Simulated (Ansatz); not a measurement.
## C: C → Br

Take C (space group Fmmm, No. 69; a = 2.456 Å, b = 4.251 Å, c = 6.753 Å; layered, stacked along the Cartesian z axis) as the base.

One thing is altered: Br takes the place of C on all its sites, then cell and atoms are relaxed.

Level of theory: r2SCAN+rVV10 (Ansatz, an electronic-structure program, PAW, no spin-orbit coupling). Settings: 10×10×10 k-points, 0.05 eV Fermi–Dirac smearing, for the changed cell.

```csv
quantity,base,changed,shift
volume per atom,8.81 Å³,33.70 Å³,+24.89 Å³
density,2.26 g/cm³,3.94 g/cm³,+1.674 g/cm³
space group,Fmmm (No. 69),Fmmm (No. 69),–
shortest interatomic distance,1.417 Å,2.331 Å,+0.914 Å
band gap,zero,0.06 eV,–
```

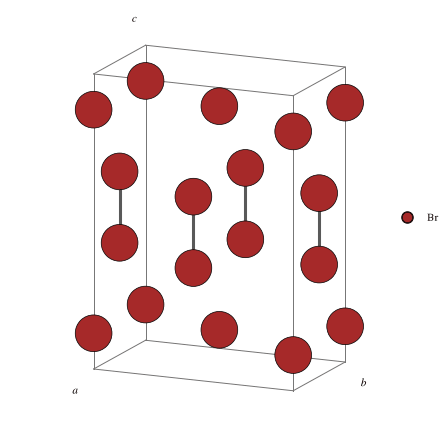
Fig. 1. The relaxed conventional cell after the change

Stability against distortions was not tested. As relaxed here, Br is a hypothetical phase, not in the database extracts checked. The base started in Cmme and relaxed to Fmmm at this level. This is not the structure that C has at room temperature and ambient pressure.
